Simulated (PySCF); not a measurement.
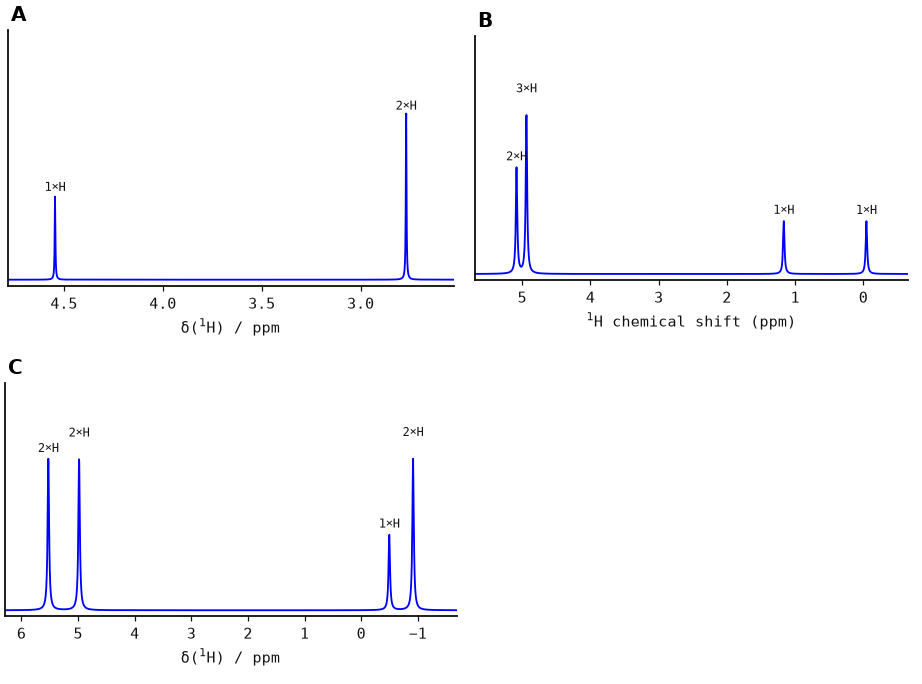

GIAO shifts, PBE0/6-31G(d) in PySCF 2.14.0, at a PBE0-D3(BJ)/def2-SVP geometry (no frequency check), against TMS for ¹H computed at the same level. Gas phase, fully decoupled, line heights follow the number of nuclei, widths are arbitrary (no quadrupolar broadening); values of one conformer, averaged over nuclei that symmetry, rotation about single bonds or inversion at nitrogen exchange, these motions taken as fast; other conformers aren't averaged in. Protons on N, O or S are those of the isolated molecule, without hydrogen bonds to neighbours or exchange.

Which panel belongs to which molecule?
1. Si₂NH₇O, SMILES O[SiH2]N[SiH3]
2. C₃H₃ClN₂Si, SMILES N#C[SiH](C#N)CCl
3. Si₂NH₇O, SMILES N[SiH2][SiH2]O

A: 2 (4.54 (1 H), 2.77 (2 H) ppm)
B: 1 (5.08 (2 H), 4.94 (3 H), 1.16 (1 H), −0.05 (1 H) ppm)
C: 3 (5.52 (2 H), 4.98 (2 H), −0.50 (1 H), −0.92 (2 H) ppm)
